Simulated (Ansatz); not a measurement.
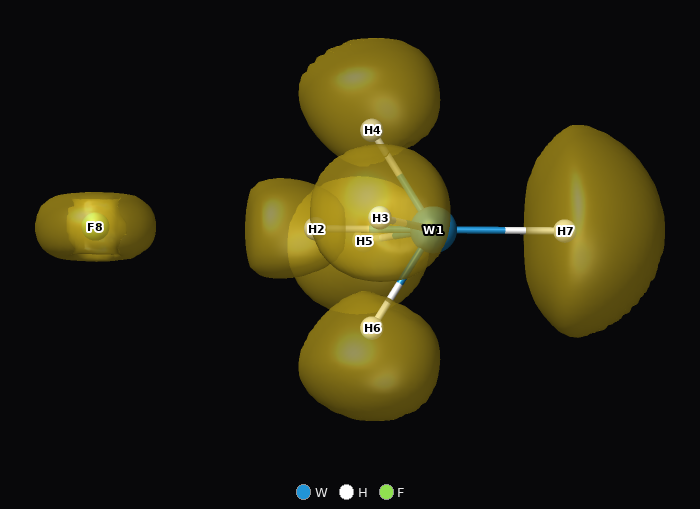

Figure. H6W···F (doublet). Isosurface of the electron localisation function at 0.8 (yellow), seen across its widest extent. Core shells and regions of very low density are left out.

Core potentials replace the inner electrons of W.

Theory: Ansatz, UHF/def2-SVP.

```yaml
atoms:
  - { symbol: W, position_ang: [0.0000, 0.0000, -0.5901] }
  - { symbol: H, position_ang: [0.0000, 0.0000, 1.0942] }
  - { symbol: H, position_ang: [1.4184, 0.0000, 0.2905] }
  - { symbol: H, position_ang: [0.0000, 1.4187, 0.2903] }
  - { symbol: H, position_ang: [-1.4184, 0.0000, 0.2905] }
  - { symbol: H, position_ang: [0.0000, -1.4187, 0.2903] }
  - { symbol: H, position_ang: [0.0000, 0.0000, -2.4690] }
  - { symbol: F, position_ang: [0.0000, 0.0000, 4.2433] }
```

Identify the bonds, lone pairs and shells in this picture.

Answer. At this value the surface marks out six regions around hydrogen nuclei and one region wrapped around F (its valence shell). Along the contacts the grid gives the following. F8···H2 (3.15 Å): the ELF dips to about 0 between them (a non-bonded, intermolecular contact). W–H (1.67 Å): the ELF climbs to about 1 towards the hydrogen.
